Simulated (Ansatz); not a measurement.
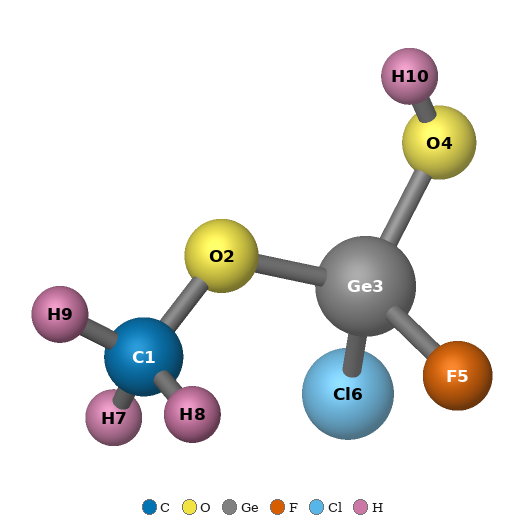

Atoms carry their numbers in the input. Computed geometry: PBE0-D4/def2-TZVP optimisation. No frequency run is at hand to confirm it as a minimum.

### How are the neighbours of atom 3 arranged?

Ge3 has 4 neighbours (O2 at 1.74, O4 at 1.74, F5 at 1.72, Cl6 at 2.11 Å); the arrangement is tetrahedral.

### Describe the coordination of atom 4.

O4 has 2 neighbours (Ge3 at 1.74, H10 at 0.96 Å); the arrangement is bent.

### Describe the coordination of atom 1.

C1 has 4 neighbours (O2 at 1.42, H7 at 1.09, H8 at 1.09, H9 at 1.09 Å); the arrangement is tetrahedral.

### What is the geometry at O2?

O2 has 2 neighbours (C1 at 1.42, Ge3 at 1.74 Å); the arrangement is bent.

### What is the dihedral angle C1–O2–Ge3–Cl6?

60° in size, that is gauche.
